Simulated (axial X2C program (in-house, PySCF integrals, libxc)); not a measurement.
# A two-component session on RhH⁻: properties at the nuclei

Aim: properties at the nuclei of RhH⁻, with spin–orbit coupling in the Hamiltonian from the start.

Program: an in-house X2C program for linear molecules on PySCF integrals. Level of theory: two-component X2C with atomic mean-field terms, Rh dyall-acv3z, H dyall-av3z. These are calculated values, not measurements.

**1. Input**

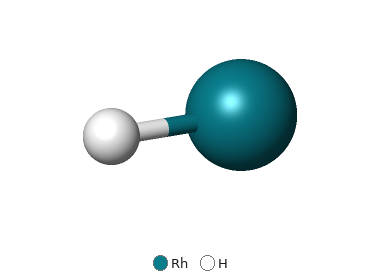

The two atoms at 1.570 Å (rhodium blue, hydrogen white).

Contents of task.json:

```json
{"zs": [45, 1], "q": -1, "bas": ["dyall-acv3z", "dyall-av3z"], "r0": 1.57, "levels": ["PBE0", "HF", "BHandHLYP", "r2SCAN", "PBE50"], "nst": 3}
```

Keys: zs atomic numbers; q charge; bas basis sets; r0 starting distance in Å; levels methods (HF also brings MP2); nst determinants followed.

Run with:

```sh
$ python soeom.py task.json out
```

The runs that follow: Expectation values, lowest determinant; Expectation values, a higher determinant; Expectation values, a higher determinant.

**Question.** What will these runs give? Wanted: lowest determinant; Eeff magnitude; Ws magnitude Rh; A∥/gI Rh; qzz Rh; higher determinant (for each run or level that gives them).

As calculated:

```
                                        quantity                                                 value
                              lowest determinant               Ω = 5/2 (excess of +ω over −ω: ω = 5/2)
                    Eeff magnitude (GV/cm), PBE0                                                  1.65
                     Ws magnitude Rh (kHz), PBE0                                                 0.318
                            A∥/gI Rh (MHz), PBE0                                                   419
                             qzz Rh (a.u.), PBE0                                                 -1.78
                              higher determinant               Ω = 3/2 (excess of +ω over −ω: ω = 3/2)
Eeff magnitude (GV/cm), PBE0, higher determinant                                                  1.59
 Ws magnitude Rh (kHz), PBE0, higher determinant                                                 0.504
        A∥/gI Rh (MHz), PBE0, higher determinant                                                   700
         qzz Rh (a.u.), PBE0, higher determinant                                                 -1.66
                              higher determinant  Ω = 7/2 (excess of +ω over −ω: 2 × ω = 1/2, ω = 5/2)
Eeff magnitude (GV/cm), PBE0, higher determinant                                                 0.183
 Ws magnitude Rh (kHz), PBE0, higher determinant                                                0.0239
        A∥/gI Rh (MHz), PBE0, higher determinant                                                   743
         qzz Rh (a.u.), PBE0, higher determinant                                                 -2.64
```

In words: In the first state, the effective field runs from 1.65 to 3.64 GV/cm over the mean-field levels, so the levels don't agree on it. The expectation values come from single determinants, which for open shells can mix terms of unlike spin or miss the lowest Ω, so a determinant need not be a state. Eeff is the effective electric field on the electron dipole moment in this Ω state and Ws the scalar–pseudoscalar constant (defined with the proton number Z and per Ω); A∥ is the parallel hyperfine constant, which follows by multiplying with the nuclear g factor gI = μI/(I μN); qzz is the electric field gradient, eQq0 = 234.96 MHz × Q/barn × qzz. The operators were transformed with the bare-nucleus X2C matrices.
